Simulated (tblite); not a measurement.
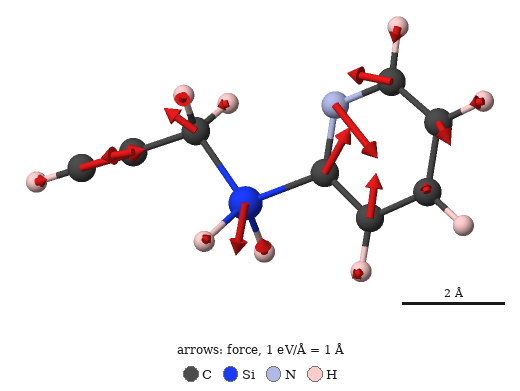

Starting geometry of C$_{8}$H$_{9}$NSi with the computed forces as red arrows. The picture is a ball-and-stick view, seen at a tilt.

Computed with tblite 0.8.0, GFN2-xTB geometry optimisation, gas phase. 

Q: Is this structure relaxed? If not, where do the atoms go?

A: It isn't relaxed: the largest force vector, on a C atom, is 1.50 eV/Å. The final displacements have little in common with the starting forces (cosine between the two patterns 0.20). Over 62 geometry steps the energy falls by 10.6 kJ/mol. An H atom moves most after the best rigid fit: 0.14 Å. By element the largest moves are H 0.14 Å, C 0.10 Å, Si 0.08 Å, N 0.08 Å. Some distances before and after: H–Si 1.499 → 1.470 Å, C–N 1.358 → 1.331 Å, C–C 1.463 → 1.440 Å, C–Si 1.882 → 1.905 Å. Bond angles that change, for instance: C–Si–C 111.5° → 107.0°, H–Si–H 106.8° → 108.9°. Cost: 0.88 s on 1 thread of Arm Neoverse N1, on a shared host.
